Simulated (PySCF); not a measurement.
# BH2I (SMILES [H]B([H])I) at 6 levels

Aim: a comparison of 6 runs (HF/STO-3G, HF/3-21G, HF/def2-SVP, PBE0/def2-SVP, B2PLYP/def2-SVPD, MP2/def2-SVP) of BH2I. Input form: a Python script.

The results are computed with PySCF 2.14.0.

**1. The molecule**

BH2I has 4 atoms, charge 0, and is taken as a singlet. SMILES: `[H]B([H])I`. Geometry: relaxed at GFN2-xTB.

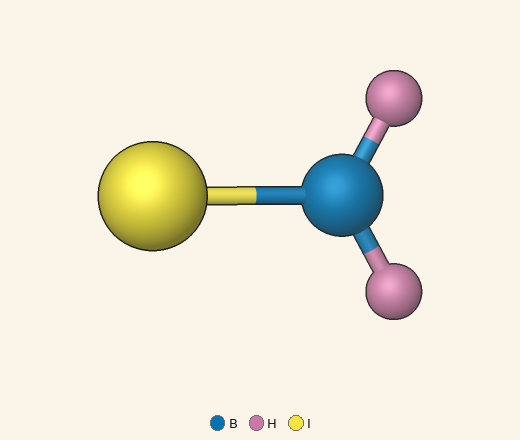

The structure, seen from a chosen angle (boron blue, hydrogen pink, iodine yellow).

**2. Energy and forces at HF/STO-3G (run 1)**

Input file input.py:

```python
from pyscf import gto

molecule = gto.Mole()
molecule.atom = '''
B      0.120270     0.200400     0.009210
H      1.285620     0.164580     0.040540
H     -0.456840     1.213900     0.007680
I     -0.949040    -1.578880    -0.057440
'''
molecule.verbose = 4
molecule.max_memory = 1860
molecule.basis = 'sto-3g'
molecule.charge = 0
molecule.build()

mf = molecule.RHF()
mf.conv_tol = 1e-10
mf.kernel()
if not mf.converged:
    mf = mf.newton().run(mf.mo_coeff, mf.mo_occ)

etot = mf.e_tot
print(f'total energy: {etot:.8f} hartree')
grad = mf.nuc_grad_method().kernel()
mf.analyze()
```

Launch:

```console
OMP_NUM_THREADS=1 python input.py
```

Standard output:

```text
PySCF version 2.14.0

[... 55 lines left out ...]
total energy: -6876.23148188 hartree
[... 20 lines left out ...]
MO #2   energy= -177.173638195841  occ= 2
[... 7 lines left out ...]
MO #10  energy= -23.3730956322417  occ= 2
[... 7 lines left out ...]
MO #18  energy= -5.16041134627406  occ= 2
[... 7 lines left out ...]
MO #26  energy= -0.605377466706174 occ= 2
[... 7 lines left out ...]
MO #34  energy= 0.756321521457986  occ= 0
[... 41 lines left out ...]
Dipole moment(X, Y, Z, Debye):  0.56675,  0.94392,  0.04186
```

Wall time 2.5 s (1 thread of Intel Xeon at 2.70GHz, shared host); peak memory 0.12 GiB.

**3. Energy and forces at HF/3-21G (run 2)**

Input file calc.py:

```python
from pyscf import gto, scf

mol = gto.M(
    atom='''
B      0.227277     0.378701     0.017404
H      2.429470     0.311011     0.076609
H     -0.863302     2.293939     0.014513
I     -1.793426    -2.983651    -0.108546
''',
    max_memory=1860,
    unit='bohr',
    basis='3-21g',
    verbose=4,
)

mf = scf.RHF(mol)
mf.conv_tol = 1e-10
mf.kernel()
if not mf.converged:
    mf = mf.newton().run(mf.mo_coeff, mf.mo_occ)

e_final = mf.e_tot
print(f'total energy: {e_final:.8f} hartree')
grad = mf.nuc_grad_method().kernel()
mf.analyze()
```

Launch:

```console
OMP_NUM_THREADS=1 python calc.py
```

Standard output:

```text
PySCF version 2.14.0

[... 73 lines left out ...]
Two-electron Coulomb Energy =         2867.396214624241566
[... 10 lines left out ...]
MO #8   energy= -32.704943445283   occ= 2
[... 8 lines left out ...]
MO #17  energy= -5.38062212049951  occ= 2
[... 8 lines left out ...]
MO #26  energy= -0.688402182181477 occ= 2
[... 8 lines left out ...]
MO #35  energy= 0.541671631323396  occ= 0
[... 8 lines left out ...]
MO #44  energy= 1.44511600919747   occ= 0
[... 51 lines left out ...]
Dipole moment(X, Y, Z, Debye):  0.47164,  0.78522,  0.03359
```

Run time: 3.6 s. Hardware: 1 thread of Intel Xeon at 2.70GHz, shared host; peak memory 0.12 GiB.

Runs 3 to 5 aren't shown in full; the table further down has their settings and results.

**4. Energy and forces at MP2/def2-SVP (core potential) (run 6)**

Input file mol.xyz:

```xyz
4
BH2I
B      0.120270     0.200400     0.009210
H      1.285620     0.164580     0.040540
H     -0.456840     1.213900     0.007680
I     -0.949040    -1.578880    -0.057440
```

Input file job.py:

```python
import pyscf.grad
from pyscf import gto, mp

mol = gto.M(
    atom='mol.xyz',
    basis='def2-svp',
    max_memory=1860,
    charge=0,
    ecp={'I': 'def2-svp'},
    verbose=4,
)

mf = mol.RHF()
mf.conv_tol = 1e-10
mf.kernel()
if not mf.converged:
    mf = mf.newton().run(mf.mo_coeff, mf.mo_occ)

pt = mp.MP2(mf, frozen=5).run()
e_final = pt.e_tot
print('E(%s) = %.9f' % ('MP2', e_final))
grad = pt.Gradients().kernel()
mf.analyze()
```

Launch:

```console
OMP_NUM_THREADS=1 python job.py
```

Standard output:

```text
PySCF version 2.14.0

[... 83 lines left out ...]
DFT Exchange-Correlation Energy =      -25.798924254848998
[... 11 lines left out ...]
MO #10  energy= -2.27401424533541  occ= 2
[... 9 lines left out ...]
MO #20  energy= 0.27474945008603   occ= 0
[... 9 lines left out ...]
MO #30  energy= 0.643548025531737  occ= 0
[... 9 lines left out ...]
MO #40  energy= 1.59385400128103   occ= 0
[... 9 lines left out ...]
MO #50  energy= 56.5815937666247   occ= 0
[... 57 lines left out ...]
Dipole moment(X, Y, Z, Debye):  0.44666,  0.74354,  0.03165
```

Run time: 3.9 s. Hardware: 1 thread of Intel Xeon at 2.70GHz, shared host; peak memory 0.23 GiB.

**5. All runs side by side**

| run | level | core potential | integration grid | energy (Eh) | dipole moment (D) of the reference | HOMO energy (eV) | LUMO energy (eV) | wall time |
| --- | --- | --- | --- | --- | --- | --- | --- | --- |
| 1 | HF/STO-3G | – | – | -6876.231482 | 1.10 | -7.67 | 5.72 | 2.5 s |
| 2 | HF/3-21G | – | – | -6912.998782 | 0.92 | -9.94 | 1.54 | 3.6 s |
| 3 | HF/def2-SVP (core potential) | def2-svp | – | -322.483068 | 0.87 | -10.02 | 1.46 | 3.3 s |
| 4 | PBE0/def2-SVP (core potential) | def2-svp | 5 | -323.699367 | 0.29 | -7.51 | -2.12 | 11 s |
| 5 | B2PLYP/def2-SVPD (core potential) | def2-svp | 5 | -323.414983 | 0.51 | -8.47 | -0.84 | 18 s |
| 6 | MP2/def2-SVP (core potential) | def2-svp | – | -322.688983 | 0.87 | -10.02 | 1.46 | 3.9 s |

**6. Results**

| quantity | value |
| --- | --- |
| run 6: total energy | -322.68898 Eh |
| run 6: dipole moment (Hartree–Fock density) | 0.87 D |
| run 6: HOMO energy (Hartree–Fock orbitals) | -10.02 eV |
| run 6: LUMO energy (Hartree–Fock orbitals) | 1.46 eV |
| run 6: HOMO–LUMO gap (Hartree–Fock orbitals) | 11.48 eV |
| run 6: correlation energy (5 core orbitals frozen) | -205.9 mEh |
| run 6: largest force on an atom | 0.878 eV/Å |

What this shows: Over runs 1, 2, 3, 4, 5 the dipole moment (its size) runs from 0.29 D (PBE0/def2-SVP) to 1.10 D (HF/STO-3G). The two ends differ in method and basis and core potential. Over runs 1, 2, 3, 4, 5 the HOMO–LUMO gap runs from 5.40 eV (PBE0/def2-SVP) to 13.39 eV (HF/STO-3G). Totals of different functionals can't be ranked against each other. Some runs of one species differ in core potentials or relativity; totals across that change don't compare. In run 1 the basis is minimal, so the values are rough. In runs 1, 2 relativity is left out where basis or elements ask for it. All runs together took 43 s, the longest 18 s.
